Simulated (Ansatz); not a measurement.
## SnH6SO: single-point calculation

System: SnH6SO.
Method: RKS PBE0-D4/def2-TZVPP (Ansatz 0.2.0).

The geometry is a transition state. The reaction was set up to form Sn1–S7 and O2–H6 and to break Sn1–O2 and H6–S7 (atoms counted from 1 in the order of the input); sticks are drawn by distance alone. The geometry comes from this level: PBE0-D4/def2-TZVP.

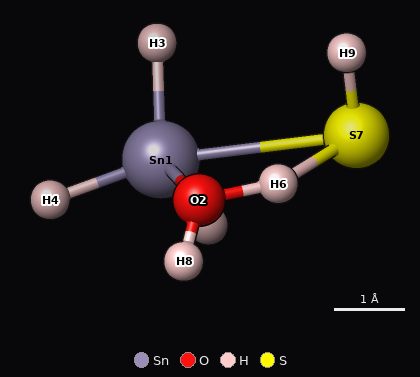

**Figure 1.** The structure (ball-and-stick view, seen at a tilt; atoms are numbered from 1 in the order of the input). Sticks mark near contacts.

Input file
```yaml
crystal:
  periodic: [false, false, false]
  atoms:
    - {symbol: Sn, position_ang: [-0.455379, 0.328613, -0.949484]}
    - {symbol: O, position_ang: [0.667553, 0.859275, 0.757672]}
    - {symbol: H, position_ang: [0.423503, -0.710185, -1.958145]}
    - {symbol: H, position_ang: [-0.309371, 1.937723, -1.558316]}
    - {symbol: H, position_ang: [-2.102052, 0.050676, -0.640845]}
    - {symbol: H, position_ang: [0.429191, -0.191138, 1.268060]}
    - {symbol: S, position_ang: [-0.136010, -1.737365, 1.129678]}
    - {symbol: H, position_ang: [0.428602, 1.657847, 1.241349]}
    - {symbol: H, position_ang: [1.053961, -2.195346, 0.709932]}
basis:
  gaussian: {orbitals: def2-TZVPP}
hamiltonian: {xc: pbe0, dispersion: d4}
output: {orbitals: {seedname: orbitals}}
```

Machine: 4 threads of Arm Neoverse V1, 23 GiB of memory available, shared host.

Launched with:
```bash
ansatz run in.yaml --threads 4 --pin off --events-out ev --progress --plain --max-ram 9574MiB
```

Output
```
Functional definition: PBE0
  name "PBE0"
  cite "Adamo & Barone, J. Chem. Phys. 110, 6158 (1999) doi:10.1063/1.478522"
  cite "Perdew, Burke & Ernzerhof, Phys. Rev. Lett. 77, 3865 (1996) doi:10.1103/PhysRevLett.77.3865"
  parent pbe
  parameter a = 0.25
  parameter kappa = 0.804
  parameter beta = 0.06672455060314922
  exchange = (1 - a)*pbe_x(kappa = kappa, mu = beta*pi^2/3) + a*exact_x
  correlation = pbe_c(beta = beta)
1281 factors; their error is unknown
mean field evaluation 1: about -18802.0286 eV, gradient 5.1e1 eV
mean field evaluation 2: about -18792.7235 eV, gradient 8.7e1 eV
mean field evaluation 4: about -18806.2372 eV, gradient 3.8e0 eV
mean field evaluation 8: about -18806.2690 eV, gradient 3.8e-2 eV
mean field evaluation 16: about -18806.3546 eV, gradient 2.8e-5 eV
mean field -18806.35455199 eV, -691.1207823806 hartree, gradient 2.8e-5 eV, S^2 0.000000; 0 other end points of the search recorded, 0 dependent functions left out
reference -18806.35458717 eV, -691.1207836734 hartree; 26, 26 occupied and 181, 181 virtual orbitals, 1281 factors
Total energy: -18806.50864985 eV, -691.1264453725 hartree
```

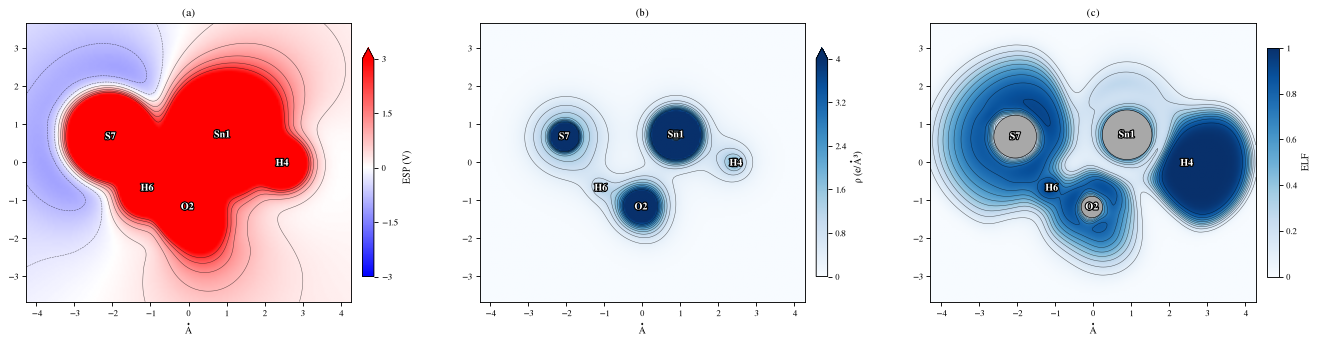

**Figure 2.** (a) electrostatic potential; (b) total electron density; (c) ELF on the plane of atoms O2, Sn1 and H4. Grey discs, where drawn, cover atomic cores. Sn–S (2.95 Å): ρ at the midpoint is about 0.23 e/Å³; the ELF peaks at about 0.90 in the valence shell of S, 0.9 Å from its nucleus, and drops to about 0.15 between the two atoms.

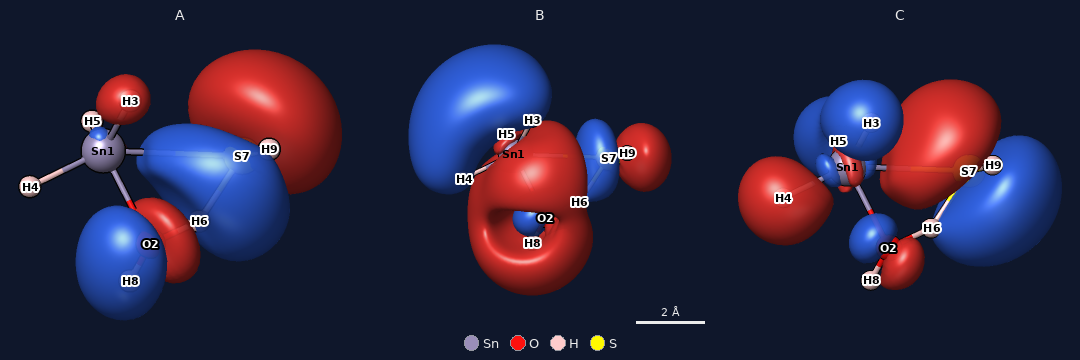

**Figure 3.** Three frontier orbitals at ±0.05 Å⁻³ᐟ² (red and blue are the two phases). A is the HOMO−1 (−7.34 eV). C is the HOMO (−6.70 eV). B is the LUMO (−1.02 eV). It lies mainly on Sn1 (55 %), O2 (10 %) and S7 (10 %). The HOMO–LUMO gap is 5.68 eV between the orbital energies.

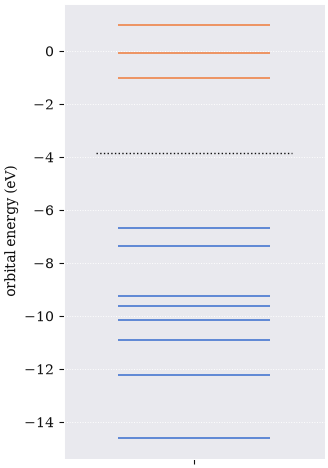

**Figure 4.** Orbital energies near the frontier; the dotted line parts filled from empty levels, and levels within 0.02 eV of each other stand side by side. Highest filled −6.70 eV, lowest empty −1.02 eV, 5.68 eV apart.

Summary

```tsv
quantity	value
outcome	converged
total energy	−18806.5086 eV
mean-field energy	−18806.3546 eV
dispersion energy	−0.1541 eV
SCF solution under orbital rotations	stable
HOMO	−6.70 eV
LUMO	−1.02 eV
wall time	1.9 s (CPU time 7 s)
peak memory	0.46 GiB
```
